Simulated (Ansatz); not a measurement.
YMn3 (space group Pm-3m, No. 221). Coordinates: coordinates from a relaxation with Ansatz 0.2.0, DFT PBE, scalar-relativistic, plane waves, PAW; the starting structure was generated, so it need not be a known form of this composition.

```xyz
4
Lattice="4.1009 0.0000 0.0000 0.0000 4.1009 0.0000 0.0000 0.0000 4.1009" Properties=species:S:1:pos:R:3 pbc="T T T"
Mn    0.0000    2.0504    2.0504
Mn    2.0504    0.0000    2.0504
Mn    2.0504    2.0504    0.0000
Y     0.0000    0.0000    0.0000
```

Bonds are taken as Mn–Mn below 3.3 Å; Y is left out of the net, as the electropositive filling of the structure. Simplification: prune 0- and 1-connected atoms, fold 2-connected ones into links.

What net does this leave?

The result is a uninodal 8-connected, three-periodic net: Mn is an 8-connected node. It is the reo net, known from the oxygen array of ReO3. It is a single net, without interpenetration.

```tsv
node	links	point symbol	coordination sequence
Mn	8	3⁸·4⁸·5⁸·6⁴	8 30 68 126 180 286
```

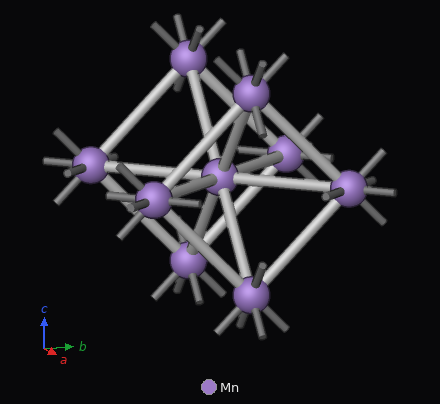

Nodes are coloured by element. Edges to nodes outside the piece are drawn as stubs.
